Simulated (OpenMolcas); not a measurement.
## Si3H7 (SMILES [SiH3][SiH][SiH3]): the energy, rung by rung

Si3H7: 10 atoms, total charge 0, spin state doublet. SMILES: `[SiH3][SiH][SiH3]`. The coordinates come from a PBE0-D4/def2-TZVP relaxation.

```xyz
10

Si   -1.3269    0.8549   -1.2092
Si    0.7194   -0.1316   -0.7196
Si    1.0004   -1.0033    1.4161
H    -2.4119   -0.0652   -0.7771
H    -1.4437    1.0898   -2.6730
H    -1.5055    2.1579   -0.5089
H     1.8858    0.6722   -1.1846
H    -0.1781   -1.8495    1.7413
H     1.1150    0.0641    2.4493
H     2.2285   -1.8403    1.4688
```

Quantity: the energy change with the Si3–H8 bond stretched from 1.487 to 1.933 Å, in eV. The values are calculated.

| level | kind | program | value (eV) |
| --- | --- | --- | --- |
| UHF/cc-pVDZ | Hartree–Fock | OpenMolcas | 1.07 |
| USVWN5/cc-pVDZ | LDA | OpenMolcas | 0.84 |
| U-revPBE/cc-pVDZ | GGA | OpenMolcas | 0.83 |
| UBLYP/cc-pVDZ | GGA | OpenMolcas | 0.84 |
| UPBE/cc-pVDZ | GGA | OpenMolcas | 0.84 |
| U-r2SCAN/cc-pVDZ | meta-GGA | OpenMolcas | 0.92 |
| UM06-L/cc-pVDZ | meta-GGA | OpenMolcas | 0.98 |
| UB3LYP/cc-pVDZ | global hybrid | OpenMolcas | 0.93 |

The first shape isn't each level's own minimum. The values span 0.83 to 1.07 eV.

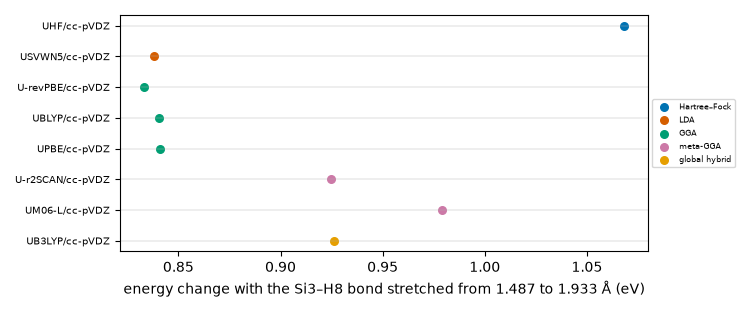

The values of the table, level by level.
